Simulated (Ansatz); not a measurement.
# UPBE0/aug-cc-pVDZ run of CH3BCl (SMILES C[B]Cl)

What is the vertical ionisation energy of CH3BCl at UPBE0/aug-cc-pVDZ? 

The calculation is run with Ansatz 0.2.0.

70 further runs of the same task are left out: 70 set aside as unsound or not needed.

### 1 The structure to begin with

The species is CH3BCl (6 atoms), meant as a doublet with charge 0. As SMILES, `C[B]Cl`. The coordinates come from a PBE0-D4/def2-TZVP relaxation.

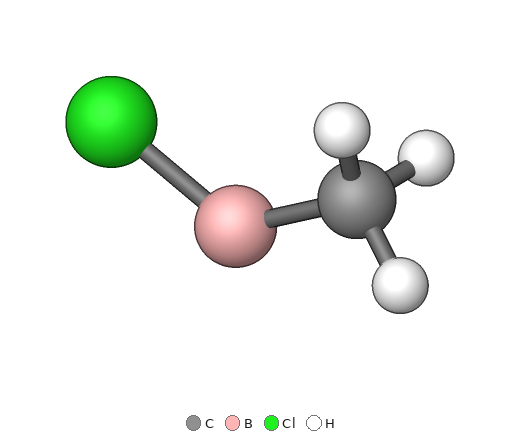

The structure, seen from a chosen angle (carbon grey, boron pink, chlorine green, hydrogen white).

### 2 A single-point energy at UPBE0/aug-cc-pVDZ

The input, input.yaml:

```yaml
basis:
  gaussian: {orbitals: aug-cc-pVDZ}
crystal:
  periodic: [false, false, false]
  atoms:
    - symbol: C
      position_ang: [-0.289900, 0.325200, -0.312400]
    - symbol: B
      position_ang: [0.195300, -1.059500, 0.167700]
    - symbol: Cl
      position_ang: [1.467800, -1.355700, 1.297800]
    - symbol: H
      position_ang: [-1.073500, 0.641700, 0.390700]
    - symbol: H
      position_ang: [0.494200, 1.088800, -0.289700]
    - symbol: H
      position_ang: [-0.752000, 0.295400, -1.300400]
accuracy: high
hamiltonian: {xc: {name: PBE0}}
output: {orbitals: {seedname: orbitals}}
magnetization: {spin_polarized: true, initial_magnetization: 1}
```

The run is started by

```
$ ansatz run input.yaml --threads 1 --pin off --max-ram 3480MiB --events-out events.jsonl --progress --plain --runs-dir runs
```

Output:

```text
Warning: RAYON_NUM_THREADS=1 ignored (pool sized by the plan → 1); use --threads N
Functional definition: PBE0
  name "PBE0"
  parameter a = 0.25
  parameter kappa = 0.804
  parameter beta = 0.06672455060314922
  exchange = (1 - a)*pbe_x(kappa = kappa, mu = beta*pi^2/3) + a*exact_x
  correlation = pbe_c(beta = beta)
1972 factors; integrals over basis functions are off by at most 3.9e-9 eV
mean field evaluation 1: about -14271.6095 eV, gradient 3.6e1 eV
mean field evaluation 2: about -14269.4987 eV, gradient 3.9e1 eV
mean field evaluation 4: about -14277.8761 eV, gradient 2.0e0 eV
mean field evaluation 8: about -14277.9729 eV, gradient 1.1e-1 eV
mean field evaluation 16: about -14277.9730 eV, gradient 7.6e-5 eV
mean field -14277.97304575 eV, -524.7058314738 hartree, gradient 5.1e-8 eV, S^2 0.752503; 0 other end points of the search recorded, 0 dependent functions left out
reference -14277.97305095 eV, -524.7058316647 hartree; 16, 15 occupied and 84, 85 virtual orbitals, 1972 factors
Total energy: -14277.97305095 eV, -524.7058316647 hartree
```

It took 20 s on 1 thread of Intel Xeon Platinum 8259CL at 2.50GHz (Skylake/Cascade Lake), shared host; peak memory 0.41 GiB.

### 3 The singlet cation

The input, molecule.yaml:

```yaml
crystal:
  periodic: [false, false, false]
  atoms:
    - {symbol: C, position_ang: [-0.289900, 0.325200, -0.312400]}
    - {symbol: B, position_ang: [0.195300, -1.059500, 0.167700]}
    - {symbol: Cl, position_ang: [1.467800, -1.355700, 1.297800]}
    - {symbol: H, position_ang: [-1.073500, 0.641700, 0.390700]}
    - {symbol: H, position_ang: [0.494200, 1.088800, -0.289700]}
    - {symbol: H, position_ang: [-0.752000, 0.295400, -1.300400]}
basis:
  gaussian: {orbitals: aug-cc-pVDZ}
hamiltonian: {xc: pbe0}
magnetization: {spin_polarized: false, initial_magnetization: 0}
total_charge: 1
output: {orbitals: {seedname: orbitals}}
accuracy: high
```

The run is started by

```
$ ansatz run molecule.yaml --threads 1 --pin off --max-ram 3480MiB --events-out events.jsonl --progress --plain --runs-dir runs
```

Output:

```text
Warning: RAYON_NUM_THREADS=1 ignored (pool sized by the plan → 1); use --threads N
[... 7 set-up lines as earlier in the session ...]
1971 factors; integrals over basis functions are off by at most 3.9e-9 eV
mean field evaluation 1: about -14260.4445 eV, gradient 6.3e1 eV
mean field evaluation 2: about -14255.6686 eV, gradient 6.9e1 eV
mean field evaluation 4: about -14269.8395 eV, gradient 2.6e0 eV
mean field evaluation 8: about -14269.8575 eV, gradient 3.8e-2 eV
mean field evaluation 16: about -14269.8575 eV, gradient 4.9e-6 eV
mean field -14269.85745554 eV, -524.4075890343 hartree, gradient 6.9e-8 eV, S^2 0.000000; 0 other end points of the search recorded, 0 dependent functions left out
reference -14269.85746187 eV, -524.4075892670 hartree; 15, 15 occupied and 85, 85 virtual orbitals, 1971 factors
Total energy: -14269.85746187 eV, -524.4075892670 hartree
```

It took 9.6 s on 1 thread of Intel Xeon Platinum 8259CL at 2.50GHz (Skylake/Cascade Lake), shared host; peak memory 0.3 GiB.

### 4 Results

At UPBE0/aug-cc-pVDZ:

| quantity | value |
| --- | --- |
| doublet CH3BCl: total energy | -524.70583 Eh |
| doublet CH3BCl: HOMO energy (highest over α and β) | -5.71 eV |
| doublet CH3BCl: LUMO energy (lowest over α and β) | -1.47 eV |
| doublet CH3BCl: ⟨S²⟩ | 0.753 |
| singlet cation: total energy | -524.40759 Eh |
| singlet cation: HOMO energy | -16.39 eV |
| singlet cation: LUMO energy | -10.27 eV |
| singlet cation: HOMO–LUMO gap | 6.13 eV |
| vertical ionisation energy (to the singlet cation) | 8.116 eV |

Removing an electron at fixed nuclei costs 8.12 eV (187 kcal/mol). Only the singlet of the ionised species was computed; a triplet could lie lower.
